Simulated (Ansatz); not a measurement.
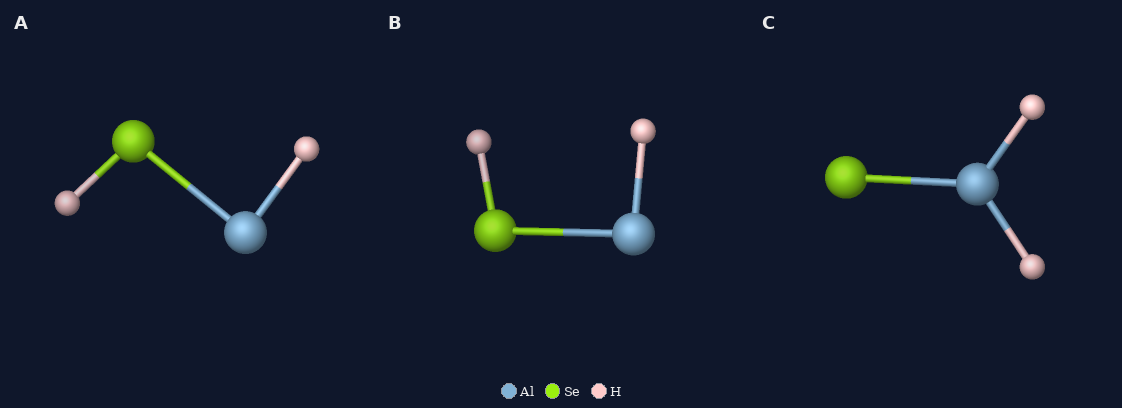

3 stationary structures of one formula. The species has charge −1 and is a spin singlet. Geometries: PBE-D4/def2-SVPD. Electronic energies: PBE-D4/def2-SVPD (Ansatz 0.2.0), without zero-point energy. No frequency run is at hand to confirm each as a minimum.

> Rank them by energy, lowest first.

C is lowest; A lies 27.9 kcal/mol above it (Cs), B lies 29.5 kcal/mol above it (Cs).
